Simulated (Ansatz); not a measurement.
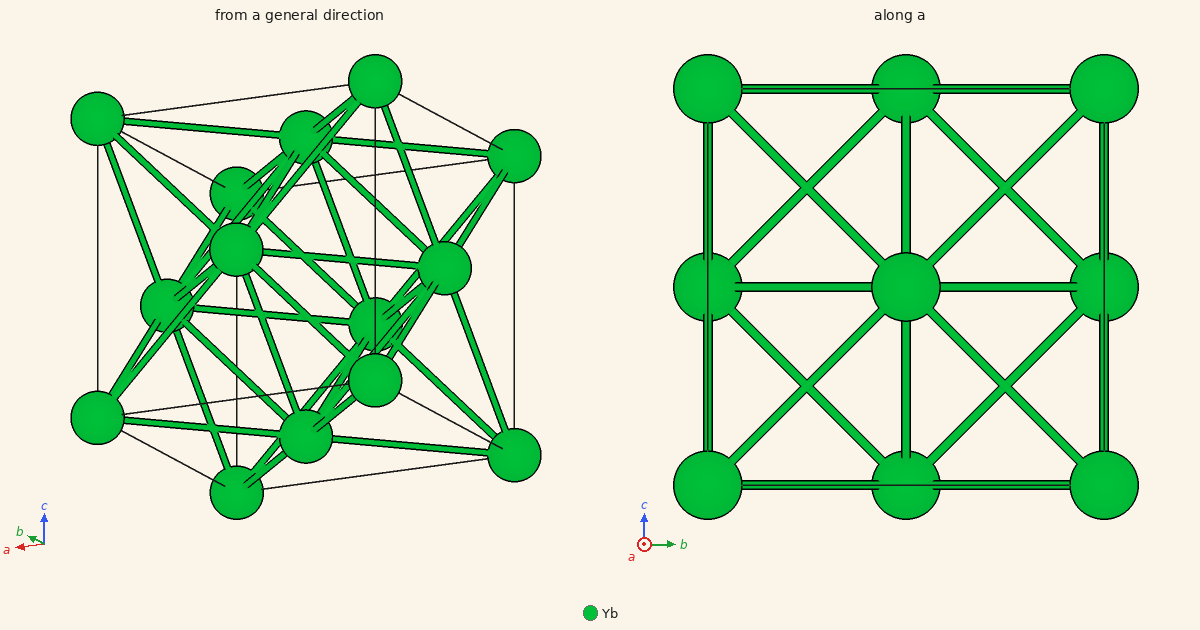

The figure gives a ball-and-stick picture of the atoms, viewed from a general direction and along the a axis. The wireframe shows the conventional unit cell.

**What is the cell content?**

4 (ytterbium), counting shared atoms by their share.

**Give the prototype.**

Face-centred cubic (Cu type).

**Describe the bonded network.**

The bonds build a three-dimensional framework.

The structure was taken from the standard structure of this element. Earlier steps of the study may have refined or changed the cell and positions. A calculation with Ansatz used it as input.
